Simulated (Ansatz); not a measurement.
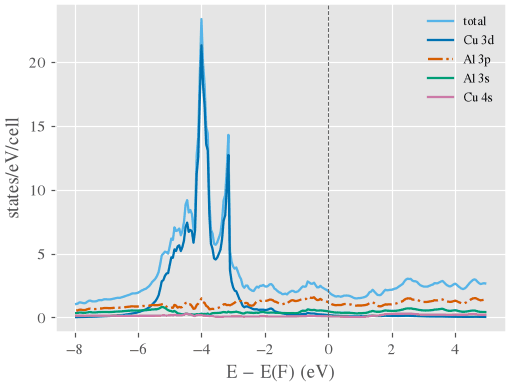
Figure: Total and projected density of states of Al2Cu in space group I4/mcm (No. 140; Cu on 4a, Al on 8h), DFT-PBE in the program Ansatz with PAW potentials

### Question
Which orbitals carry the states next to the Fermi level?

### Answer
Within 0.5 eV of the Fermi level: Al 3p 58 %, Al 3s 23 %, Cu 3d 9 %, outside the projected shells 5 %. Projections are on Löwdin-orthogonalised atomic valence shells; empty p or d shells of many metals are not among them.

### Question
Where is the tallest occupied peak in this window, and what makes it?

### Answer
Near -4.0 eV, about 23 states/eV per cell; the largest projected share is Cu 3d.

Symmetry was held in the PBE relaxation; of distortions, only those at the zone centre were tested. No spin polarisation was allowed.

Potentials: the later of the program's two PAW sets.
